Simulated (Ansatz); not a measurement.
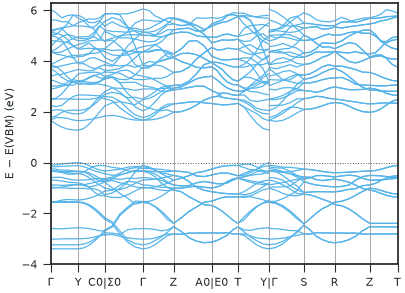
*Band structure from r²SCAN (plane waves, PAW; program Ansatz)*

### Question
Read off the gap and where the band edges lie.

### Answer
About 1.3 eV (1.28 eV by a search for the band edges); maximum at Y, minimum at Y.

The material is Ba$_{4}$P$_{2}$O in space group Cmce (No. 64; Ba on 8f, Ba on 8e, P on 8f, O on 4a).

The first step of the workflow began from a Materials Project structure, measured or hypothetical; the Crystallography Open Database copy checked does not list it. Whether it is the stable phase at ambient conditions was not checked. The cell was relaxed with r²SCAN under the symmetry of its start; its stability against distortions is not shown here. Scalar-relativistic: spin–orbit coupling is off unless named, which matters more the heavier the elements.

Potentials: the later of the program's two PAW sets.
